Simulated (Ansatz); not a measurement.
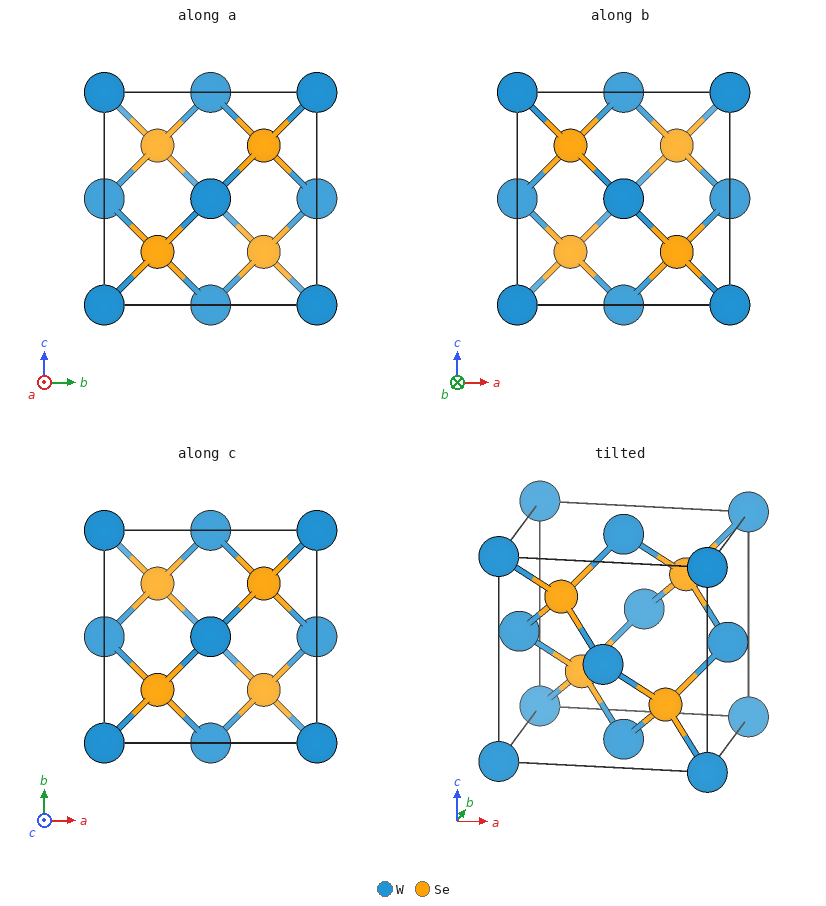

Shown here is a ball-and-stick view of the crystal, taken along the a axis, along the b axis, along the c axis and slightly off an axis. Thin lines show the conventional unit cell, with boundary atoms drawn in all their periodic places.

Lattice parameters: a = 5.678 Å, b = 5.678 Å, c = 5.678 Å, α = 90.00°, β = 90.00°, γ = 90.00°. Put a along x and b in the xy plane.

Q: Reconstruct the structure as a POSCAR file.

A:
```
W Se
1.0
     5.678    0.000    0.000
     0.000    5.678    0.000
     0.000    0.000    5.678
W Se
4 4
Direct
  0.0000 0.0000 0.0000
  0.0000 0.5000 0.5000
  0.5000 0.0000 0.5000
  0.5000 0.5000 0.0000
  0.2500 0.2500 0.7500
  0.2500 0.7500 0.2500
  0.7500 0.2500 0.2500
  0.7500 0.7500 0.7500
```

Provenance: a structure type filled with these elements by a generator (whether the compound takes this form wasn't checked). A relaxation with DFT PBE, scalar-relativistic, plane waves, PAW in Ansatz 0.2.0 gave the geometry drawn.
